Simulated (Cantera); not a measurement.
A closed system holds: 1 mol SiH4, 15 mol NO, 11 mol H2, 23 mol CO2, at 39.0 mbar.

Cantera equilibrium calculation (NASA polynomials, part measured and part estimated; ideal gas, pure solids and liquids). Candidate condensed phases: C, C6H6, C7H8, C8H18, H2O, Si, SiC, SiO2, Si2N2O, Si3N4; 151 gas species. The tables hold silica as quartz up to 1696 K and as liquid above; real silica turns to tridymite and cristobalite and melts near 1996 K. Gases not in the tables: Si(OH)4. Rates play no part.

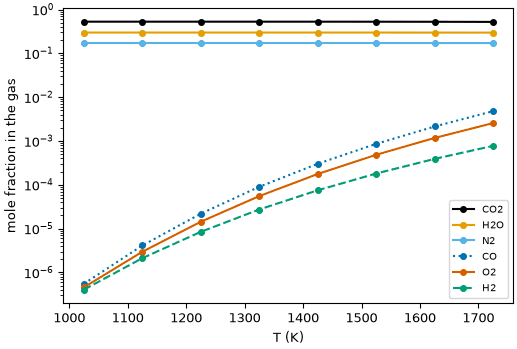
Figure: Equilibrium gas composition (values under 1e-9 drawn at 1e-9)

Q: Read off the mole fractions at 1525 K.

A: CO2 about 0.53, H2O about 0.30, N2 about 0.17, CO about 0.00086, O2 about 0.00048, H2 about 0.00018.
